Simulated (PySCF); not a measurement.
SMILES CCC[SiH2]C(=O)O (C₄H₁₀O₂Si), singlet at its GFN2-xTB optimised geometry (Å):

```
17

C     -1.2710    -2.7628     0.8833
C      0.0460    -2.5449     0.1522
C      0.6798    -1.1941     0.4827
Si    -0.3562     0.3142    -0.0258
C      0.8040     1.8427     0.0000
O      2.0096     1.8427     0.0000
O      0.1003     2.9823     0.0000
H     -2.0096    -2.0308     0.5655
H     -1.6613    -3.7574     0.6795
H     -1.1303    -2.6635     1.9574
H      0.7407    -3.3435     0.4262
H     -0.1246    -2.6134    -0.9240
H      1.6528    -1.1303    -0.0112
H      0.8833    -1.1558     1.5561
H     -1.4615     0.6350     0.8817
H     -0.8559     0.2022    -1.4017
H      0.6908     3.7574    -0.0033
```

Method: PBE0/def2-SVP (PySCF). Cells within 0.4 Å of a nucleus heavier than hydrogen are left out (blank, or x).

Map of the HOMO−1 amplitude (bohr^(-3/2)) on the plane z = 0.0 Å; orbital energy -8.62 eV, overall sign arbitrary:

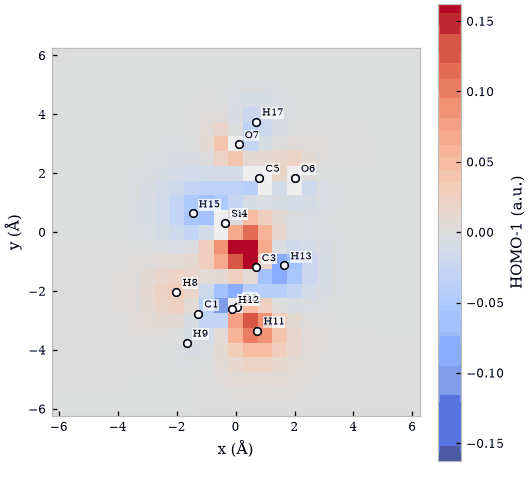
HOMO−1 amplitude (bohr^(-3/2)) on the plane z = 0.0 Å.
